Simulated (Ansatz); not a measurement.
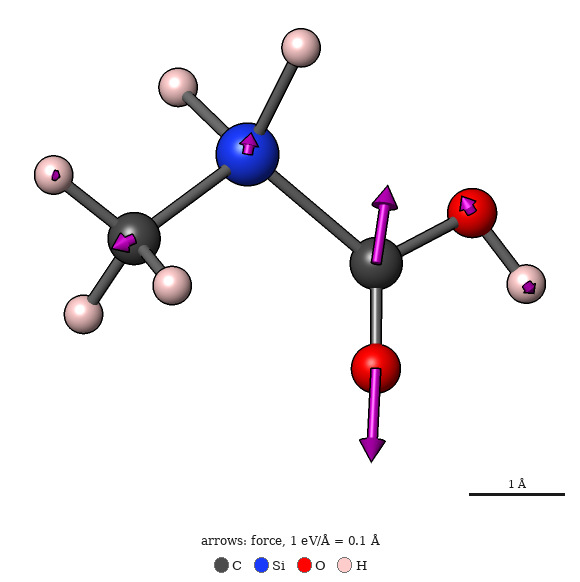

Starting geometry of C$_{2}$H$_{6}$O$_{2}$Si (coarse preliminary run) with the computed forces as purple arrows. The picture is a ball-and-stick view, seen at a tilt.

The start comes from a force field.

All numbers below come from RKS PBE-D4/def2-SVP in Ansatz.

Input file:
```yaml
crystal:
  periodic: [false, false, false]
  atoms:
    - {symbol: C, position_ang: [-1.080200, 1.237900, 0.398800]}
    - {symbol: Si, position_ang: [0.472300, 0.350600, 0.433000]}
    - {symbol: C, position_ang: [0.400700, -1.206500, -0.630500]}
    - {symbol: O, position_ang: [-0.512800, -1.482800, -1.229700]}
    - {symbol: O, position_ang: [1.526600, -2.012700, -0.712000]}
    - {symbol: H, position_ang: [-1.951400, 0.682000, 0.760400]}
    - {symbol: H, position_ang: [-1.349100, 1.591600, -0.629900]}
    - {symbol: H, position_ang: [-1.038100, 2.201500, 0.998200]}
    - {symbol: H, position_ang: [1.563700, 1.288500, 0.020700]}
    - {symbol: H, position_ang: [0.787700, 0.030500, 1.879900]}
    - {symbol: H, position_ang: [1.245900, -2.737400, -1.268300]}
basis:
  gaussian: {orbitals: def2-SVP}
hamiltonian: {xc: pbe, dispersion: d4}
relax: {f_tol: 0.03, max_steps: 200}
```

Command:
```bash
ansatz run in.yaml --threads 4 --pin off --events-out ev --progress --plain --max-ram 10444MiB
```

> What follows when this structure is relaxed?

It isn't relaxed: the largest force vector, on O4, is 10.26 eV/Å. The final displacements follow the starting forces only in part (cosine between the two patterns 0.36). Over 5 geometry steps the energy falls by 67.0 kJ/mol. The largest force component goes from 8.6 to 0.022 eV/Å. The largest move after the best rigid fit is that of H9, 0.13 Å. By element the largest moves are H 0.13 Å, O 0.13 Å, Si 0.09 Å, C 0.07 Å. Near-neighbour distances that change, for instance: C3–O4 1.127 → 1.219 Å, C1–Si2 1.788 → 1.879 Å, Si2–C3 1.887 → 1.942 Å, O5–H11 0.956 → 0.988 Å. Bond angles that change, for instance: H7–C1–H8 103.0° → 108.8°, Si2–C1–H6 115.6° → 110.0°, C1–Si2–C3 111.4° → 106.4°. The run took 7 s on 4 threads of Arm Neoverse V1, on a shared host.
